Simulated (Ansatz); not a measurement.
Consider CHMgSi (SMILES [C]1=[Si+][MgH-]1) (doublet).

Input file:

```
crystal:
  periodic: [false, false, false]
  atoms:
    - {symbol: C, position_ang: [-1.015562, 2.538022, 2.187727]}
    - {symbol: Mg, position_ang: [0.460288, 1.661144, 0.960874]}
    - {symbol: Si, position_ang: [-0.346523, 4.022707, 2.655096]}
    - {symbol: H, position_ang: [1.487465, 0.755380, -0.053504]}
basis:
  gaussian: {orbitals: def2-TZVPD}
magnetization: {spin_polarized: true, initial_magnetization: 1}
hamiltonian: {xc: pbe0}
output: {forces: true, orbitals: {seedname: orbitals}}
```

Launched as:

```sh
ansatz run input.yaml --threads 1 --pin off --max-ram 2610MiB --events-out events.jsonl --progress --plain --runs-dir runs
```

Geometry: PBE-D3(BJ)/def2-SVP.

The calculation used isolated molecule in a Gaussian basis; Kohn-Sham density functional theory, functional PBE0 in Ansatz.

What will maps of the electron density, electron localisation function and spin density show?

Answer. C–Si (1.69 Å): the density is about 1 e/Å³ at the midpoint; the ELF peaks at about 0.80 between the atoms; localised, covalent bonding.
C–Mg (2.11 Å): the density is about 0.4 e/Å³ at the midpoint; the ELF peaks at about 0.90 in the valence shell of C, 0.8 Å from its nucleus, and is about 0.60 at the midpoint.
Mg–Si (3.02 Å): ρ is about 0.29 e/Å³ halfway; the ELF peaks at about 0.65 in the valence shell of Si, 1.7 Å from its nucleus, and is about 0.60 at the midpoint.
Mg–H (1.70 Å): ρ at the midpoint is about 0.37 e/Å³; the ELF climbs to about 1 towards the hydrogen.
The unpaired spin (1 electron) lies mostly on C1 (about 0.7) and Si3 (about 0.3), in electrons by Hirshfeld's partition.

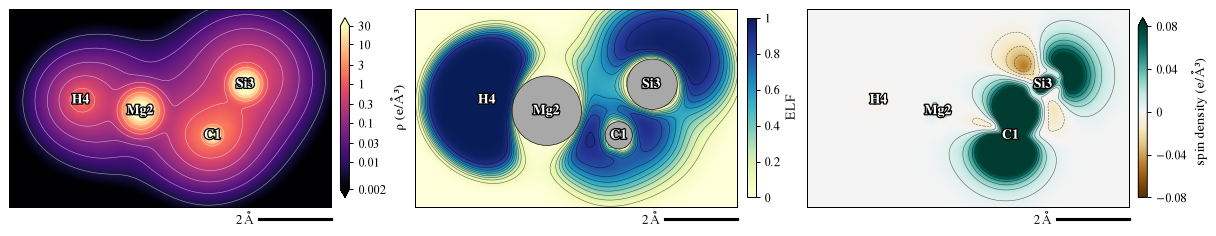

Computed electron density, electron localisation function and spin density on the molecular plane, in this order. Grey discs cover the atomic cores in the ELF map. 
